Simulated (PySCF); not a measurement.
# C6H16B2N2: NMR shifts in solvents

Aim: compute the NMR shifts of C6H16B2N2 (`C=C(C)[B-]1(C(=C)C)[NH2+][BH2-][NH2+]1`), and see what a dielectric continuum does where one was used.

Computed with PySCF 2.14.0, with density-fitted response routines of our own, on a single molecule, in the gas phase or a continuum. Atoms count from 0, in the outputs and in this text.

**1. The starting structure**

26 atoms, charge 0, multiplicity 1; geometry from: GFN2-xTB.

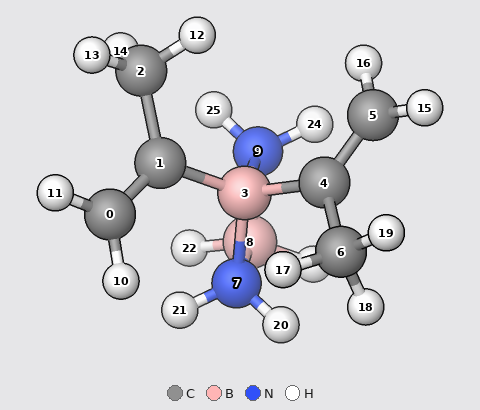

As it starts; carbon grey, boron pink, nitrogen blue, hydrogen white, atoms numbered.

**2. Relaxing the molecule at PBE0-D3(BJ)/def2-SVP**

What the job is given:

```
{"job": {"xc": "PBE0", "basis": "def2-SVP", "d3": "d3bj", "grid": 1, "kind": "geom"}, "charge": 0, "multiplicity": 1}
C      0.861389     0.216656     2.290290
C      1.052961    -0.068975     1.008587
C      2.298263    -0.808076     0.597420
B     -0.018416     0.263678    -0.144608
C     -0.980007    -0.997531    -0.414549
C     -0.745259    -1.909064    -1.349982
C     -2.162946    -1.168261     0.500809
N     -0.801074     1.614349     0.112643
B     -0.152410     2.195669    -1.215906
N      0.629314     0.836934    -1.470142
H     -0.018010     0.731680     2.646004
H      1.569764    -0.058133     3.058325
H      2.037870    -1.645491    -0.047900
H      2.840952    -1.185893     1.461936
H      2.969914    -0.150826     0.042783
H     -1.375087    -2.775975    -1.487637
H      0.094883    -1.845622    -2.024806
H     -1.855576    -1.030799     1.536311
H     -2.932491    -0.427844     0.276229
H     -2.609570    -2.155105     0.394625
H     -1.809593     1.540589     0.104652
H     -0.525773     2.092894     0.960651
H      0.584095     3.099156    -0.993533
H     -0.965170     2.406254    -2.054565
H      0.353115     0.341879    -2.308359
H      1.637815     0.910470    -1.466003
```

The log of the run:

```text
step   0  E = -396.79305610  max force = 0.014528
step   1  E = -396.79698685  max force = 0.002595
step   2  E = -396.79713437  max force = 0.000944
step   3  E = -396.79728644  max force = 0.001227
step   4  E = -396.79745630  max force = 0.002054
step   5  E = -396.79755140  max force = 0.001812
step   6  E = -396.79757885  max force = 0.000769
step   7  E = -396.79758676  max force = 0.000420
optimisation converged
```

It took 5.4 min on 1 thread, shared host.

Along the way:

```csv
step,energy from step 0 (eV),largest force component (eV/Å)
0,0.0000,0.7471
1,-0.1070,0.1334
2,-0.1110,0.0485
3,-0.1151,0.0631
4,-0.1197,0.1056
5,-0.1223,0.0932
6,-0.1231,0.0395
7,-0.1233,0.0216
```

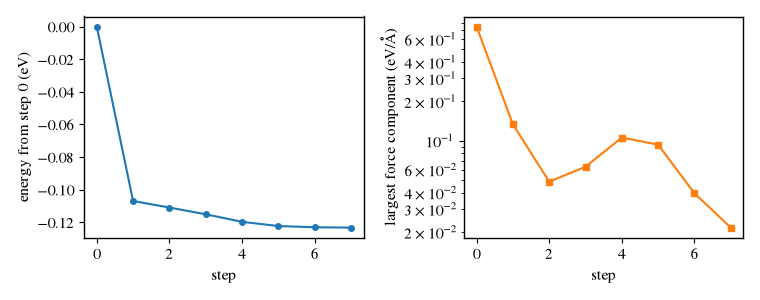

Energy and force, step by step.

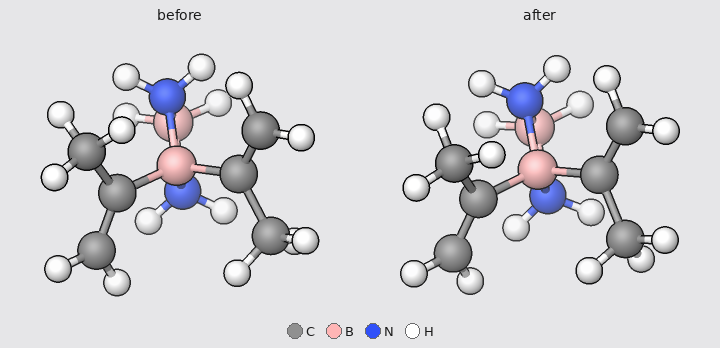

The geometry before (left) and after (right).

Distances of close pairs at the start and the end, largest changes first:

```csv
bond,before (Å),after (Å),change (Å)
B8–H22,1.187,1.218,+0.031
B8–H23,1.187,1.218,+0.031
C0–H10,1.079,1.097,+0.017
C5–H16,1.079,1.097,+0.017
C0–H11,1.080,1.097,+0.016
C5–H15,1.080,1.097,+0.016
B3–N9,1.583,1.598,+0.016
B3–N7,1.582,1.598,+0.015
```

The next job starts from the end point, and lists it.

```csv
at the end point,value
point group (found at 0.08 Å tolerance),C2
"rotational constants (GHz, main isotopes)","1.317, 1.241, 1.001"
dipole moment (D),0.46
```

**3. NMR shieldings: PBE0/pcSseg-1 in chloroform**

What the job is given:

```
{"job": {"kind": "nmr", "xc": "PBE0", "basis": "pcSseg-1", "solvent": "chloroform", "pop": true}, "charge": 0, "multiplicity": 1}
C      0.643249     0.477719     2.247328
C      0.777395    -0.013113     1.007218
C      1.899327    -0.957979     0.677654
B     -0.266017     0.281563    -0.178759
C     -1.182766    -0.997928    -0.502253
C     -1.029986    -1.754496    -1.598084
C     -2.196045    -1.366723     0.545157
N     -1.130019     1.605039     0.053636
B     -0.414722     2.217182    -1.234607
N      0.443861     0.894397    -1.473177
H     -0.178131     1.146936     2.530461
H      1.339417     0.224598     3.055925
H      1.501114    -1.902677     0.271593
H      2.527613    -1.189195     1.551105
H      2.561301    -0.547898    -0.105913
H     -1.634105    -2.652077    -1.776638
H     -0.283423    -1.533094    -2.370276
H     -1.710263    -1.482840     1.528180
H     -2.953979    -0.573636     0.674768
H     -2.731576    -2.298087     0.306711
H     -2.136764     1.492285    -0.024288
H     -0.926254     2.095572     0.920923
H      0.290122     3.167756    -0.948086
H     -1.203532     2.413013    -2.141199
H      0.233848     0.406024    -2.340204
H      1.450440     1.015479    -1.407123
```

Level: GIAO PBE0/pcSseg-1 NMR shielding, non-relativistic, IEF-PCM chloroform.

The log of the run:

```text
coarse grid: 20736 points
cycle   1  E = -396.8771110999  dE =  9.728e-01  |g| = 5.499e-01  |ddm| = 4.436e+00
cycle   2  E = -396.8731037643  dE =  4.007e-03  |g| = 5.856e-01  |ddm| = 1.166e+00
cycle   3  E = -396.9637420992  dE = -9.064e-02  |g| = 9.847e-02  |ddm| = 6.711e-01
cycle   4  E = -396.9656518119  dE = -1.910e-03  |g| = 4.717e-02  |ddm| = 1.122e-01
cycle   5  E = -396.9661956231  dE = -5.438e-04  |g| = 7.291e-03  |ddm| = 3.820e-02
cycle   6  E = -396.9662070036  dE = -1.138e-05  |g| = 2.964e-03  |ddm| = 7.178e-03
cycle   7  E = -396.9662087261  dE = -1.722e-06  |g| = 4.944e-04  |ddm| = 2.307e-03
final grid: 197600 points
cycle   8  E = -397.0140348175  dE = -8.561e-05  |g| = 1.060e-02  |ddm| = 5.248e-02
cycle   9  E = -397.0140249216  dE =  9.896e-06  |g| = 1.256e-02  |ddm| = 2.116e-02
cycle  10  E = -397.0140630952  dE = -3.817e-05  |g| = 1.802e-03  |ddm| = 1.168e-02
cycle  11  E = -397.0140638742  dE = -7.790e-07  |g| = 3.230e-04  |ddm| = 1.546e-03
cycle  12  E = -397.0140638956  dE = -2.133e-08  |g| = 1.546e-04  |ddm| = 3.526e-04
cycle  13  E = -397.0140639009  dE = -5.337e-09  |g| = 2.235e-05  |ddm| = 1.346e-04
cycle  14  E = -397.0140639010  dE = -1.080e-10  |g| = 6.459e-06  |ddm| = 3.020e-05
converged SCF energy = -397.0140639010

GIAO shielding tensors (ppm)
atom      isotropic    diamagn.    paramagn.     s11        s22        s33       span
  0 C       65.577     255.740    -190.163    -43.031     90.249    149.512    192.543
  1 C       18.259     262.804    -244.544   -110.775    -10.206    175.759    286.533
  2 C      162.369     248.571     -86.202    149.034    153.727    184.345     35.311
  3 B      107.787     184.129     -76.342    100.156    106.121    117.084     16.928
  4 C       18.217     263.007    -244.790   -111.016    -10.111    175.778    286.795
  5 C       65.571     255.525    -189.955    -42.998     90.255    149.455    192.454
  6 C      162.427     247.544     -85.117    149.067    153.864    184.348     35.281
  7 N      235.371     322.659     -87.288    212.857    235.374    257.882     45.025
  8 B      116.533     189.995     -73.462    104.277    116.425    128.898     24.621
  9 N      235.378     322.720     -87.342    212.978    235.252    257.904     44.925
 10 H       26.181      33.982      -7.801     23.098     24.776     30.669      7.571
 11 H       25.761      31.505      -5.744     22.854     24.622     29.807      6.953
 12 H       29.432      31.657      -2.225     24.255     30.312     33.729      9.474
 13 H       29.656      30.422      -0.766     25.721     27.969     35.278      9.557
 14 H       29.519      31.277      -1.758     24.979     29.313     34.265      9.286
 15 H       25.771      31.097      -5.326     22.864     24.617     29.834      6.970
 16 H       26.178      34.206      -8.028     23.099     24.775     30.661      7.563
 17 H       29.428      31.131      -1.703     24.240     30.311     33.733      9.493
 18 H       29.522      30.218      -0.697     24.995     29.301     34.269      9.275
 19 H       29.656      29.576       0.080     25.721     27.966     35.282      9.561
 20 H       29.388      32.765      -3.377     24.356     24.942     38.867     14.511
 21 H       29.029      33.889      -4.860     23.798     24.863     38.427     14.629
 22 H       28.361      29.807      -1.447     24.444     28.037     32.601      8.157
 23 H       28.360      29.674      -1.314     24.432     28.034     32.613      8.181
 24 H       29.033      34.027      -4.994     23.811     24.868     38.420     14.609
 25 H       29.379      33.681      -4.303     24.321     24.936     38.879     14.558
```

Run time: 1.7 min. Hardware: 1 thread, shared host.

Shifts follow as δ = σ(reference) − σ, with reference shieldings (ppm) from runs at the same level and on the same kind of geometry: 1H TMS 31.25, 13C TMS 185.2, 15N NH3 267.8, 11B BF3·OEt2 101.2. The references are single molecules in the same continuum, so shifts against H2O, NH3, PH3, H3PO4 or CFCl3 are not on the usual liquid scales and can be off by tens of ppm. Atoms listed in one row are averaged.

```csv
atoms,environment,σ (ppm),δ (ppm)
"C1, C4",fully substituted alkene carbon,18.2,166.9
"C0, C5",terminal =CH2 carbon,65.6,119.6
"C2, C6",allylic methyl carbon,162.4,22.8
"H11, H15",hydrogen on a terminal =CH2 carbon,25.77,5.48
"H10, H16",hydrogen on a terminal =CH2 carbon,26.18,5.07
"H22, H23","hydrogen on a boron bonded to 2 N, in a 4-membered ring",28.36,2.89
"H20, H21, H24, H25",hydrogen on a donor nitrogen of a Lewis adduct,29.21,2.04
"H12, H13, H14, H17, H18, H19",hydrogen on an allylic methyl carbon,29.54,1.71
B3,"boron bonded to 2 C, 2 N, in a 4-membered ring",107.8,-6.6
B8,"boron bonded to 2 N, 2 H, in a 4-membered ring",116.5,-15.3
"N7, N9",donor nitrogen of a Lewis adduct,235.4,32.4
```

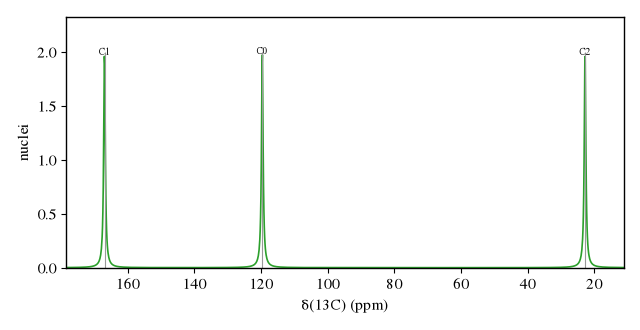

13C lines at the computed shifts, without couplings. Lines are broadened to a width of 0.58 ppm (Lorentzian).

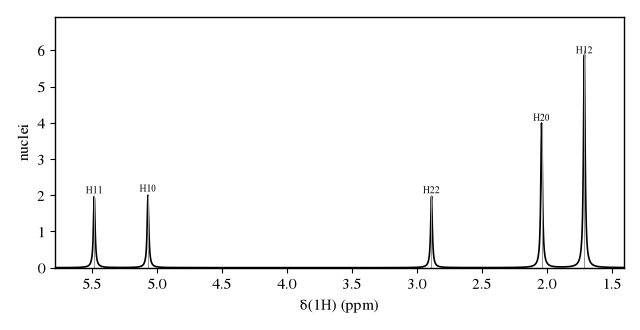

1H lines at the computed shifts, without couplings. Lines are broadened to a width of 0.02 ppm (Lorentzian).

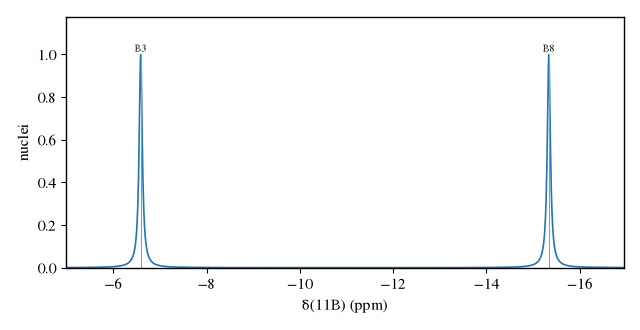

11B lines at the computed shifts, without couplings. Lines are broadened to a width of 0.08 ppm (Lorentzian).

Charges from the same density, by scheme (e):

```csv
atoms,Mulliken,IAO,Hirshfeld,ESP fit
"C0, C5",-0.18,-0.35,-0.13,-0.62
"C1, C4",-0.55,-0.08,-0.06,0.26
"C2, C6",-0.22,-0.41,-0.12,-0.53
B3,0.94,0.18,0.11,0.21
"N7, N9",-0.51,-0.42,-0.13,-0.61
B8,-0.01,-0.09,0.03,0.16
```

Mulliken charges:

C0 -0.18; C1 -0.55; C2 -0.22; B3 0.94; C4 -0.55; C5 -0.18; C6 -0.22; N7 -0.51; B8 -0.01; N9 -0.51; H10 0.10; H11 0.11; H12 0.13; H13 0.12; H14 0.12; H15 0.11; H16 0.10; H17 0.13; H18 0.12; H19 0.12; H20 0.23; H21 0.23; H22 -0.04; H23 -0.04; H24 0.23; H25 0.23

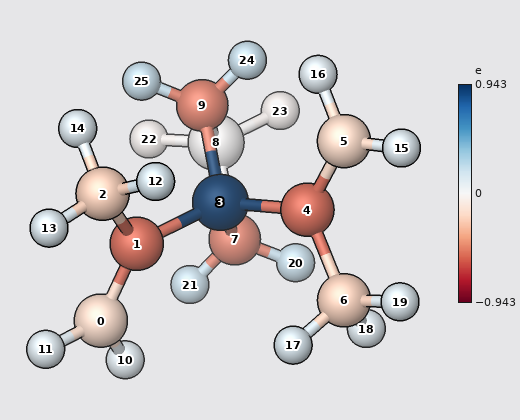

Mulliken charges, as colours on the atoms.

Mayer bond orders: C0–C1 1.99, C1–C2 1.08, C1–B3 0.78, B3–C4 0.78, C4–C5 1.99, C4–C6 1.08, B3–N7 0.62, N7–B8 0.79, B8–N9 0.79, N9–B3 0.62.

Ring of atoms B3, N7, B8, N9: NICS(0) -5.6, NICS(1) -1.0, NICS(1)zz 2.1 ppm (means of both faces).

**4. NMR shieldings: PBE0/pcSseg-1 in cyclohexane**

Settings changed since step 3:

```diff
@@ -1,2 +1,2 @@
-{"job": {"kind": "nmr", "xc": "PBE0", "basis": "pcSseg-1", "solvent": "chloroform", "pop": true}, "charge": 0, "multiplicity": 1}
+{"job": {"kind": "nmr", "xc": "PBE0", "basis": "pcSseg-1", "solvent": "cyclohexane", "pop": false}, "charge": 0, "multiplicity": 1}
 C      0.643249     0.477719     2.247328
```

Level: GIAO PBE0/pcSseg-1 NMR shielding, non-relativistic, IEF-PCM cyclohexane.

The log of the run:

```text
coarse grid: 20736 points
cycle   1  E = -396.8702318050  dE =  9.795e-01  |g| = 5.579e-01  |ddm| = 4.436e+00
cycle   2  E = -396.8621457137  dE =  8.086e-03  |g| = 6.064e-01  |ddm| = 1.215e+00
cycle   3  E = -396.9589188446  dE = -9.677e-02  |g| = 1.081e-01  |ddm| = 7.148e-01
cycle   4  E = -396.9613131057  dE = -2.394e-03  |g| = 4.869e-02  |ddm| = 1.249e-01
cycle   5  E = -396.9618948119  dE = -5.817e-04  |g| = 7.605e-03  |ddm| = 4.002e-02
cycle   6  E = -396.9619072086  dE = -1.240e-05  |g| = 3.136e-03  |ddm| = 7.818e-03
cycle   7  E = -396.9619091385  dE = -1.930e-06  |g| = 5.234e-04  |ddm| = 2.421e-03
final grid: 197600 points
cycle   8  E = -397.0097701244  dE = -8.524e-05  |g| = 1.069e-02  |ddm| = 5.263e-02
cycle   9  E = -397.0097586623  dE =  1.146e-05  |g| = 1.285e-02  |ddm| = 2.165e-02
cycle  10  E = -397.0097986621  dE = -4.000e-05  |g| = 1.948e-03  |ddm| = 1.228e-02
cycle  11  E = -397.0097995825  dE = -9.204e-07  |g| = 3.342e-04  |ddm| = 1.712e-03
cycle  12  E = -397.0097996054  dE = -2.296e-08  |g| = 1.569e-04  |ddm| = 3.569e-04
cycle  13  E = -397.0097996109  dE = -5.433e-09  |g| = 2.350e-05  |ddm| = 1.388e-04
cycle  14  E = -397.0097996110  dE = -1.201e-10  |g| = 6.655e-06  |ddm| = 3.175e-05
converged SCF energy = -397.0097996110

GIAO shielding tensors (ppm)
atom      isotropic    diamagn.    paramagn.     s11        s22        s33       span
  0 C       65.188     255.505    -190.318    -43.855     90.281    149.138    192.993
  1 C       19.331     262.855    -243.524   -109.260     -8.417    175.669    284.929
  2 C      162.224     248.412     -86.188    149.029    153.656    183.987     34.958
  3 B      107.778     184.142     -76.363    100.265    105.963    117.107     16.842
  4 C       19.277     263.055    -243.778   -109.511     -8.348    175.690    285.201
  5 C       65.186     255.305    -190.119    -43.814     90.290    149.083    192.897
  6 C      162.281     247.375     -85.094    149.058    153.793    183.992     34.933
  7 N      234.643     322.610     -87.967    211.671    234.134    258.124     46.452
  8 B      116.343     190.136     -73.793    104.235    116.136    128.657     24.422
  9 N      234.653     322.726     -88.073    211.798    234.016    258.146     46.348
 10 H       26.250      34.048      -7.798     23.098     24.878     30.774      7.676
 11 H       25.763      31.449      -5.686     22.854     24.598     29.835      6.981
 12 H       29.385      31.559      -2.174     24.210     30.249     33.696      9.486
 13 H       29.645      30.384      -0.739     25.709     27.958     35.268      9.559
 14 H       29.635      31.366      -1.731     25.105     29.432     34.368      9.263
 15 H       25.773      31.042      -5.269     22.864     24.593     29.861      6.998
 16 H       26.247      34.279      -8.032     23.099     24.876     30.766      7.667
 17 H       29.380      31.028      -1.648     24.194     30.248     33.699      9.505
 18 H       29.637      30.303      -0.666     25.120     29.420     34.371      9.251
 19 H       29.646      29.532       0.113     25.710     27.956     35.272      9.563
 20 H       29.559      32.965      -3.407     24.588     25.151     38.938     14.350
 21 H       29.159      34.067      -4.908     23.974     25.031     38.472     14.498
 22 H       28.257      29.613      -1.356     24.315     27.942     32.514      8.199
 23 H       28.257      29.496      -1.239     24.304     27.940     32.527      8.223
 24 H       29.161      34.212      -5.050     23.988     25.031     38.465     14.477
 25 H       29.550      33.888      -4.338     24.552     25.147     38.951     14.398
```

It took 96 s on 1 thread, shared host.

This run: δ C1 165.5, C0 119.6, C2 22.6, B3 -6.8, H11 5.49, H10 5.01 ppm (means over like atoms).

**5. Run by run: NMR shifts**

Shifts (ppm) of some atoms, chosen among heavy atoms and hydrogens apart, means over like atoms, with basis size and wall time:

```csv
run,C1,C0,C2,H22,H20,B3,N7,functions,time
PBE0/pcSseg-1 in chloroform,166.9,119.6,22.8,2.89,2.04,-6.6,32.4,250,1.7 min
PBE0/pcSseg-1 in cyclohexane,165.5,119.6,22.6,3.00,1.90,-6.8,32.2,250,96 s
```

The continuum's effect on the ground state:

```csv
solvent,ε,polarisation energy (Eh),μ (D)
cyclohexane,2.02,-0.0052,0.42
chloroform,4.71,-0.0101,0.39
```

**6. What came out**

```
                                                                           quantity                             value
                                                                        point group                                C2
                                               rotational constants (main isotopes)              1.32, 1.24, 1.00 GHz
13C shifts against TMS (PBE0/pcSseg-1, chloroform, means over atoms taken as alike)            166.9, 119.6, 22.8 ppm
 1H shifts against TMS (PBE0/pcSseg-1, chloroform, means over atoms taken as alike)  5.48, 5.07, 2.89, 2.04, 1.71 ppm
                            11B shifts against BF3·OEt2 (PBE0/pcSseg-1, chloroform)                   -6.6, -15.3 ppm
15N shifts against NH3 (PBE0/pcSseg-1, chloroform, means over atoms taken as alike)                          32.4 ppm
                                                           range of the shift of C1                165.5 to 166.9 ppm
```

The optimisation took 7 steps and gained 0.123 eV; among the close pairs (by a distance rule), B8–H22 changed most, from 1.187 to 1.218 Å. No frequency check was run at this level, so the end point may be a saddle. At PBE0/pcSseg-1: The widest tensor belongs to C1, C4: span 287 ppm, with a paramagnetic part of -245 ppm. Across the 2 runs the shift of C1 (with its like atoms) moves most, between 165.5 (PBE0/pcSseg-1 in cyclohexane) and 166.9 ppm (PBE0/pcSseg-1 in chloroform). The continuum holds electrostatics alone: no hydrogen bonds to the solvent, and the gas-phase geometry is kept.
